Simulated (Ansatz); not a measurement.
Molecular dynamics, with input and output: BH2ClOF2 (part 3 of 3)

Continued. System: BH2ClOF2. Method: RHF/def2-SVP (Ansatz 0.2.0). It belongs to a series of runs on one base structure; here: dynamics from the highest image of the converged band.

Geometry of the input (Å):
```
B  -0.0073  0.0830  0.1036
O  -0.0039  -0.0300  1.5609
H  -0.8179  -0.3661  1.9233
F  1.1231  -0.1393  -0.4911
F  -1.1511  -0.1612  -0.4745
Cl 0.0425  2.3867  0.6393
H  0.0548  1.1115  1.6329
```

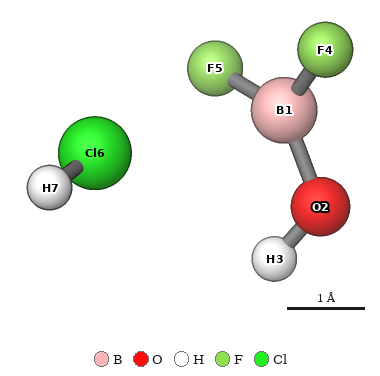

**Figure 1.** The geometry at step 92 of the log (ball-and-stick view, seen at a tilt; atoms are numbered from 1 in the order of the input).

What the program printed, continued:
```
md step   199: t =    99.50 fs  T =  2149.3 K  F+E_penalty+E_count = -20650.40661497 eV  E_kin = 1.389064 eV  conserved = -20649.01755123 eV  (36 SCF iters)
these checks for a lower state are left out or cut short: starts, cluster_reference, orbital_swaps, neighbouring_geometries, increment
861 factors; integrals over basis functions are off by at most 1.3e-3 eV
mean field -20650.42684914 eV, -758.8891893438 hartree, gradient 5.2e-6 eV, S^2 0.000000; 0 other end points of the search recorded, 0 dependent functions left out
the calculation of the forces begins
reference -20650.42684914 eV, -758.8891893438 hartree; 25, 25 occupied and 59, 59 virtual orbitals, 861 factors
861 factors; integrals over basis functions are off by at most 1.3e-3 eV
mean field evaluation 1952: about -20650.1977 eV, gradient 3.3e-3 eV
mean field -20650.42684914 eV, -758.8891893438 hartree, gradient 5.2e-6 eV, S^2 0.000000; 1 other end points of the search recorded, 0 dependent functions left out
the calculation of the forces begins
reference -20650.42684914 eV, -758.8891893438 hartree; 25, 25 occupied and 59, 59 virtual orbitals, 861 factors
md step   200: t =   100.00 fs  T =  2178.4 K  F+E_penalty+E_count = -20650.42684914 eV  E_kin = 1.407910 eV  conserved = -20649.01893894 eV  (59 SCF iters)
```

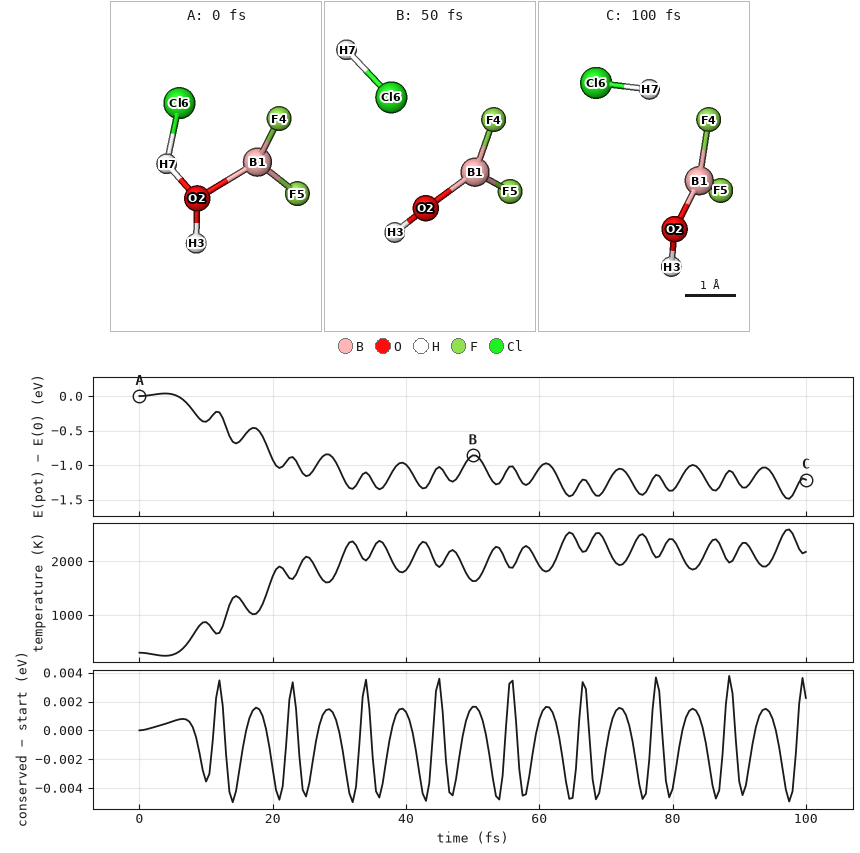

**Figure 2.** Frames of the molecular dynamics (ball-and-stick, seen at a tilt) above the curves, on which the letters mark them. The trajectory kept here has 201 frames over 100 fs. The temperature starts at 300 K, ranges from 243 to 2595 K and averages 2168 K over the second half. The potential energy ends 1.212 eV below its first value. The conserved quantity stays within 0.0088 eV. After an unweighted best fit of the last frame on the first, the root-mean-square displacement is 1.31 Å, and H7 has moved furthest (2.32 Å).

```
Total energy: -20650.42684914 eV, -758.8891893438 hartree
Atom 0 at     0.059320    -0.795571     0.246111 Å, force     1.438317     0.245632    -1.868877 eV/Å
Atom 1 at    -0.035945    -1.652579     1.240530 Å, force    -0.807448     0.313463     0.495071 eV/Å
Atom 2 at    -0.927757    -1.563442     1.566101 Å, force     0.327615    -0.574514     0.368495 eV/Å
Atom 3 at     1.192339    -0.611613    -0.427063 Å, force    -0.706219    -0.166911     0.780326 eV/Å
Atom 4 at    -0.979724    -0.136759    -0.216254 Å, force    -0.239498     0.234491     0.244132 eV/Å
Atom 5 at    -0.082141     3.613799     0.629318 Å, force     0.472379     3.483117     3.396391 eV/Å
Atom 6 at    -0.193154     2.773076    -0.175973 Å, force    -0.485146    -3.535278    -3.415538 eV/Å
Dipole moment:    -0.393952    -0.260715     0.115469 e Å
```

Trajectory as extended XYZ (Å, eV, eV/Å), 14 of the 201 frames kept, from step=0 to step=200:
```
7
Properties=species:S:1:pos:R:3:forces:R:3 step=0 time_fs=0.0 energy=-20649.21508 temperature=300.0
B    -0.0073    0.0830    0.1036    0.0032  -0.0205  -0.0022
O    -0.0039   -0.0300    1.5609    0.0055   0.0137  -0.0116
H    -0.8179   -0.3661    1.9233   -0.0061   0.0057  -0.0020
F     1.1231   -0.1393   -0.4911   -0.0172   0.0062   0.0040
F    -1.1511   -0.1612   -0.4745    0.0169   0.0032   0.0098
Cl    0.0425    2.3867    0.6393   -0.0011   0.0082   0.0023
H     0.0548    1.1115    1.6329   -0.0012  -0.0165  -0.0003
7
Properties=species:S:1:pos:R:3:forces:R:3 step=15 time_fs=7.5 energy=-20649.35957 temperature=524.5
B     0.0401    0.0389    0.1217   -1.9339  -0.8835   1.0004
O    -0.0246   -0.0304    1.5508    0.5853  -1.0854  -0.1676
H    -0.8519   -0.3346    1.9092    0.0834  -0.0915  -0.2981
F     1.1322   -0.1614   -0.5189    0.6105   0.0549  -0.0865
F    -1.1374   -0.1220   -0.4491    0.4198  -0.0044  -0.3201
Cl    0.0268    2.3848    0.6413    0.1507   0.5856   0.5728
H     0.0328    1.3060    1.5895    0.0842   1.4244  -0.7007
7
Properties=species:S:1:pos:R:3:forces:R:3 step=31 time_fs=15.5 energy=-20649.82038 temperature=1234.6
B     0.0207   -0.0544    0.1871    1.7362  -0.3285  -1.5161
O    -0.0250   -0.0685    1.5319    0.1346  -1.9758   0.7659
H    -0.8915   -0.3605    1.7930    0.1870   0.0733   0.2660
F     1.1505   -0.1821   -0.5455   -1.5902   0.1584   1.4821
F    -1.1167   -0.0811   -0.4345   -0.7103  -0.3996  -0.8259
Cl    0.0119    2.4104    0.6344    0.2249   0.5984   1.8466
H     0.0719    1.6588    1.7737    0.0178   1.8739  -2.0187
7
Properties=species:S:1:pos:R:3:forces:R:3 step=46 time_fs=23.0 energy=-20650.09827 temperature=1671.7
B     0.0549   -0.1651    0.1965   -1.3683   0.8848  -0.7194
O    -0.0121   -0.1683    1.5290    0.3797  -1.4118   0.4656
H    -0.8994   -0.3621    1.8092    0.2659   0.2070   0.0944
F     1.1325   -0.1975   -0.5348    0.1801  -0.3231   0.4698
F    -1.1111   -0.0534   -0.4427    0.4355  -0.6748  -0.2071
Cl    0.0007    2.4648    0.6310   -0.5449   2.1131  -5.0940
H     0.1380    2.2870    1.7750    0.6520  -0.7952   4.9908
7
Properties=species:S:1:pos:R:3:forces:R:3 step=62 time_fs=31.0 energy=-20650.48035 temperature=2253.2
B     0.0288   -0.2388    0.1805   -0.6457   0.8330   1.6236
O     0.0201   -0.3274    1.5368   -0.0267  -0.7039  -0.8948
H    -0.8542   -0.2814    1.9064    0.3244  -0.0073  -0.1663
F     1.1189   -0.2232   -0.5097    0.7300  -0.4345  -0.1657
F    -1.0972   -0.0438   -0.4603   -0.3908  -0.4302  -0.3270
Cl   -0.0106    2.5467    0.6229    0.3102   1.3764   1.6388
H     0.2504    2.9430    1.8673   -0.3014  -0.6334  -1.7085
7
Properties=species:S:1:pos:R:3:forces:R:3 step=77 time_fs=38.5 energy=-20650.23111 temperature=1873.8
B    -0.0215   -0.2679    0.2236    2.4679  -0.0083  -1.7182
O     0.0540   -0.5012    1.5197   -0.9350   0.2303   0.5915
H    -0.7300   -0.2110    1.9745    0.2735  -0.3637   0.0604
F     1.1227   -0.2594   -0.4877   -1.0907  -0.2407   0.7622
F    -1.0936   -0.0471   -0.4844   -0.6640   0.0024   0.3252
Cl   -0.0210    2.6351    0.6237    0.8788   2.8832   2.5130
H     0.3575    3.5786    1.6192   -0.9306  -2.5032  -2.5341
7
Properties=species:S:1:pos:R:3:forces:R:3 step=92 time_fs=46.0 energy=-20650.36436 temperature=2075.0
B     0.0168   -0.2972    0.2098   -1.8636  -0.7249   0.4693
O     0.0666   -0.6699    1.5087   -0.4648   0.8827  -0.4393
H    -0.5675   -0.2850    2.1008   -0.0540  -0.3501  -0.2934
F     1.1068   -0.3022   -0.4510    1.4506   0.0456  -1.0090
F    -1.1037   -0.0516   -0.4983    0.9871  -0.0416   1.2708
Cl   -0.0288    2.7419    0.6322   -1.2045  -2.7204  -1.3520
H     0.3487    3.7810    1.0877    1.1493   2.9085   1.3534
7
Properties=species:S:1:pos:R:3:forces:R:3 step=108 time_fs=54.0 energy=-20650.48061 temperature=2250.7
B    -0.0103   -0.3659    0.2083    0.4659  -0.8196   0.4434
O     0.0667   -0.8223    1.4794   -0.4367   0.7828  -0.3122
H    -0.5112   -0.5121    2.1625   -0.1979  -0.2133  -0.4330
F     1.1240   -0.3470   -0.4367    0.1190   0.1005  -0.4479
F    -1.0907   -0.0574   -0.4773    0.0888   0.0536   0.7261
Cl   -0.0397    2.8584    0.6367   -0.5642  -1.1000  -0.0414
H     0.3953    4.0175    0.6823    0.5252   1.1960   0.0649
7
Properties=species:S:1:pos:R:3:forces:R:3 step=123 time_fs=61.5 energy=-20650.20557 temperature=1835.0
B    -0.0242   -0.4659    0.2236    2.3256   0.4710  -1.8026
O     0.0566   -0.9427    1.4402   -0.5639  -0.1179   1.4404
H    -0.6339   -0.8094    2.0768    0.0128  -0.1561  -0.4582
F     1.1481   -0.3870   -0.4384   -1.2761  -0.1688   0.4073
F    -1.0740   -0.0618   -0.4352   -0.4788  -0.0801   0.3727
Cl   -0.0517    2.9699    0.6447    1.3669   3.4275  -1.1750
H     0.4808    4.2177    0.1842   -1.3865  -3.3756   1.2153
7
Properties=species:S:1:pos:R:3:forces:R:3 step=138 time_fs=69.0 energy=-20650.65984 temperature=2528.7
B     0.0474   -0.5501    0.1803   -2.3277   0.4766   1.7350
O     0.0333   -1.0640    1.4301   -0.5331  -0.0535  -0.5919
H    -0.8264   -1.1603    1.8303    0.4535   0.1569  -0.2739
F     1.1476   -0.4305   -0.4351    1.6960   0.0308  -1.1785
F    -1.0661   -0.0698   -0.3817    0.7059  -0.6255   0.2757
Cl   -0.0594    3.0953    0.6495    0.1252   0.3084  -0.1891
H     0.4053    3.9532   -0.1832   -0.1198  -0.2936   0.2226
7
Properties=species:S:1:pos:R:3:forces:R:3 step=154 time_fs=77.0 energy=-20650.41655 temperature=2161.3
B     0.0447   -0.6112    0.1988    0.9914   0.6436   0.1513
O    -0.0054   -1.1966    1.4003   -0.5346  -0.5114  -0.7042
H    -0.9082   -1.4749    1.5218    0.3032   0.1417   0.6474
F     1.1814   -0.4772   -0.4578   -0.5970  -0.1056   0.3170
F    -1.0419   -0.0951   -0.3180   -0.1725  -0.1477  -0.4326
Cl   -0.0667    3.2297    0.6496   -1.4691  -1.7281   4.2105
H     0.2966    3.6593   -0.3785    1.4786   1.7075  -4.1893
7
Properties=species:S:1:pos:R:3:forces:R:3 step=169 time_fs=84.5 energy=-20650.34689 temperature=2051.5
B     0.0645   -0.6396    0.2322    0.8693  -0.1525  -1.0624
O    -0.0500   -1.3366    1.3501    0.7378  -0.7487   0.4003
H    -0.9089   -1.6989    1.5221    0.1002   0.4210   0.0837
F     1.2049   -0.5230   -0.4741   -1.3858  -0.0051   1.2846
F    -1.0212   -0.1232   -0.2695   -0.3318   0.5378  -0.7140
Cl   -0.0744    3.3562    0.6544    0.7335  -0.0297  -3.2677
H     0.2256    3.3575   -0.7153   -0.7232  -0.0227   3.2755
7
Properties=species:S:1:pos:R:3:forces:R:3 step=185 time_fs=92.5 energy=-20650.34762 temperature=2052.7
B     0.1098   -0.6857    0.2301   -2.6460  -1.6101   0.8812
O    -0.0646   -1.5051    1.3006    1.3230   0.3790  -0.5540
H    -0.9357   -1.7324    1.6009    0.2092   0.5179  -0.3527
F     1.1962   -0.5713   -0.4577    0.5628   0.2372   0.2993
F    -1.0055   -0.1381   -0.2380    0.5542   0.5344  -0.2636
Cl   -0.0782    3.4940    0.6467    0.2155  -1.4393  -2.9476
H     0.0052    2.9028   -0.6162   -0.2188   1.3810   2.9374
7
Properties=species:S:1:pos:R:3:forces:R:3 step=200 time_fs=100.0 energy=-20650.42685 temperature=2178.4
B     0.0593   -0.7956    0.2461    1.4383   0.2456  -1.8689
O    -0.0359   -1.6526    1.2405   -0.8074   0.3135   0.4951
H    -0.9278   -1.5634    1.5661    0.3276  -0.5745   0.3685
F     1.1923   -0.6116   -0.4271   -0.7062  -0.1669   0.7803
F    -0.9797   -0.1368   -0.2163   -0.2395   0.2345   0.2441
Cl   -0.0821    3.6138    0.6293    0.4724   3.4831   3.3964
H    -0.1932    2.7731   -0.1760   -0.4851  -3.5353  -3.4155
```
